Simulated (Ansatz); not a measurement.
CH₃ClZn

Input

```
crystal:
  periodic: [false, false, false]
  atoms:
    - { symbol: Zn, position_ang: [0.0, 0.0, 0.0] }
    - { symbol: Cl, position_ang: [0.0, 0.0, 2.24] }
    - { symbol: C, position_ang: [0.0, 0.0, -1.98] }
    - { symbol: H, position_ang: [0.2799, -1.0082, -2.3505] }
    - { symbol: H, position_ang: [-1.0131, 0.2617, -2.3505] }
    - { symbol: H, position_ang: [0.7332, 0.7465, -2.3505] }
basis:
  gaussian: { orbitals: def2-TZVP }
hamiltonian:
  xc: { name: BHLYP }
  dispersion: d4
relax:
  f_tol: 0.02
  max_steps: 40
output:
  orbitals: {}
```

Run with:

```sh
ansatz run input.yaml --threads 4 --pin off --max-ram 5120MiB --backend cpu --events-out ev --progress --plain --runs-dir out
```

The fields are those of the run's last geometry, not of the input's.

Level of theory: RKS BHLYP-D4/def2-TZVP in Ansatz.

Q: What can the converged electron density and electron localisation function tell about the bonding?

A: C–Zn (1.94 Å): the density is about 0.78 e/Å³ at the midpoint; the ELF peaks at about 0.90 in the valence shell of C, 0.6 Å from its nucleus, and is about 0.40 at the midpoint.
Zn–Cl (2.12 Å): ρ at the midpoint is about 0.71 e/Å³; the ELF peaks at about 0.85 in the valence shell of Cl, 0.8 Å from its nucleus, and is about 0.50 at the midpoint.
C–H (1.08 Å): ρ is about 2 e/Å³ halfway; the ELF climbs to about 1 towards the hydrogen, as it does in any bond to H: a covalent bond by its length.

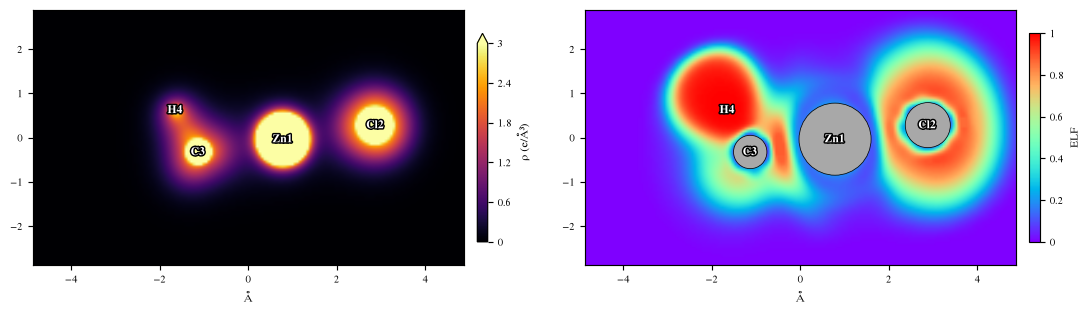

Computed electron density and electron localisation function on the plane of atoms Zn1, C3 and H4, in this order. Grey discs cover the atomic cores in the ELF map. 
